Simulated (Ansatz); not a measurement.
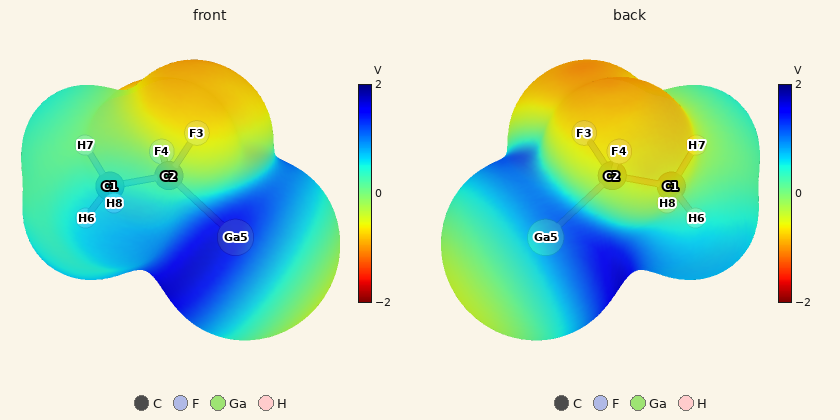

C₂H₃F₂Ga (SMILES C[C](F)(F)[Ga]). The electrostatic potential painted on the density surface at 0.001 e/bohr³, seen from the front and from behind; red is negative and blue positive.

Geometry: PBE0-D3(BJ)/def2-SVP.

Method: Ansatz 0.2.0, isolated molecule in a Gaussian basis; Kohn-Sham density functional theory, functional PBE0.

```xyz
8

C    -1.4219   -0.3676    1.7683
C    -0.0496   -0.1882    1.1956
F     0.0252    1.0651    0.6090
F     0.1174   -1.0889    0.1556
Ga    1.7869   -0.3263    2.2202
H    -1.5300   -1.3753    2.1950
H    -2.1805   -0.2340    0.9785
H    -1.6049    0.3710    2.5622
```

**Which sites attract a positive test charge, and which a negative one?**

A positive charge is drawn to the negative regions and a negative charge to the positive ones. The most negative region (about −1.0 V) lies over F3 and F4, the most positive (about +1.7 V) over Ga5.

**How polar is the molecule by this calculation?**

Its dipole moment is 2.25 D.
